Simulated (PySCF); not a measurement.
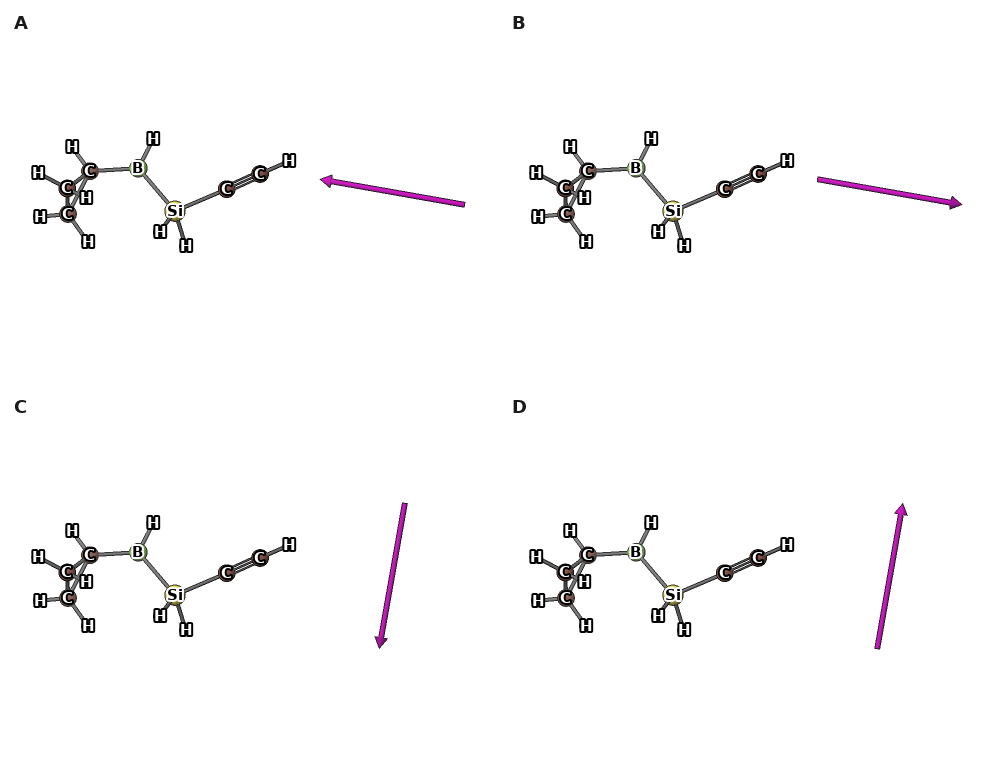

The same molecule four times, each with an arrow. Computed geometry: GFN2-xTB optimisation. No frequency run is at hand to confirm it as a minimum. Method: CAM-B3LYP/def2-SVPD, gas phase (PySCF 2.14.0).

Question: Which arrow points along the dipole moment, from the negative to the positive end?

Answer: A. The dipole moment is 1.88 D.

The geometry is semi-empirical. Around B, Si such bond lengths and angles can be off by a tenth of an ångström or more and by several degrees, and values that hang on the shape move with them.
